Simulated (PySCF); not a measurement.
# C4H6O: the cost of one run

Programs: PySCF 2.14.0, with routines of our own; each step states its level. All values are computed. Atoms count from 0.

1 further run of the same task is left out (for a known fault of the program).

### 1 The starting structure

11 atoms, charge -1, multiplicity 2; geometry from: GFN2-xTB.

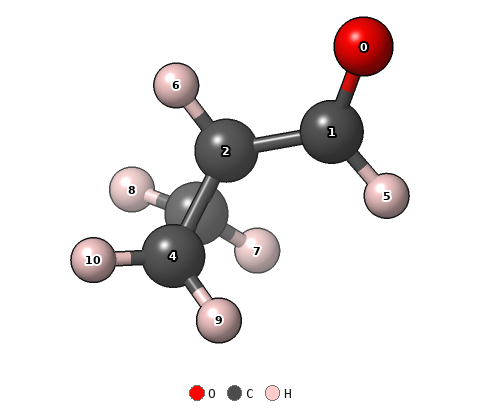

The starting geometry (oxygen red, carbon dark grey, hydrogen pink).

### 2 Open-shell or spin-flip excitations: unrestricted TDDFT wB97X-D/def2-SVPD in water

Job settings and geometry (Å):

```
{"job": {"kind": "uabs", "xc": "wB97X-D", "basis": "def2-SVPD", "nstates": 10, "tda": false, "solvent": "water", "pol": false}, "charge": -1, "multiplicity": 2}
O      2.332644    -1.495170     0.189560
C      1.390771    -0.758523    -0.321763
C      0.245510    -0.278507     0.422051
C     -0.397948     1.101434     0.194874
C     -1.163126    -0.143093    -0.182880
H      1.435919    -0.465725    -1.391426
H      0.254554    -0.598369     1.461126
H     -0.018650     1.713779    -0.612919
H     -0.755448     1.675568     1.042756
H     -1.285665    -0.348190    -1.238526
H     -2.033135    -0.400533     0.411183
```

Level: unrestricted TDDFT wB97X-D/def2-SVPD, vertical, IEF-PCM water (non-equilibrium linear response), core orbitals frozen in the response.

The run is started by

```sh
> OMP_NUM_THREADS=1 python excited_run.py task.json out
```

The driver reads the jobs from task.json and runs them one after another.

**Question.** How long does this first job take on 1 thread of Arm Neoverse V1, shared host, and how much memory does it need?

About 30 s, with a peak of 0.61 GiB.
